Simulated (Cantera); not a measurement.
Charge: 1 mol SiH₂Cl₂, 2.6 mol NH₃, at 0.133 bar.

Equilibrium computed with Cantera from the NASA thermochemical tables; the gas is ideal and each condensed phase is pure. Candidate condensed phases: NH₄Cl, Si, Si₃N₄; 28 gas species. The tables' values for SiCl₃, SiCl, SiN are old estimates; treat these amounts as uncertain. Gases not in the tables: Si₂H₆ and higher silanes. Rates play no part.

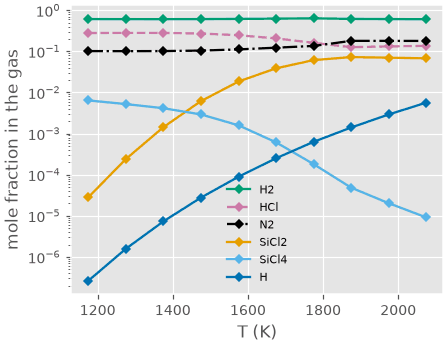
*Equilibrium gas composition (values under 1e-9 drawn at 1e-9)*

From 1175 K to 1775 K the condensed part is Si₃N₄(s). From 1875 K to 2075 K the condensed part is Si(l). The main Si-bearing gas is SiCl₄ at 1175 K and SiCl₂ at 2075 K. The share of Si in condensed phases is highest at 1275 K (95.9 %) and lowest at 1875 K (46.1 %).
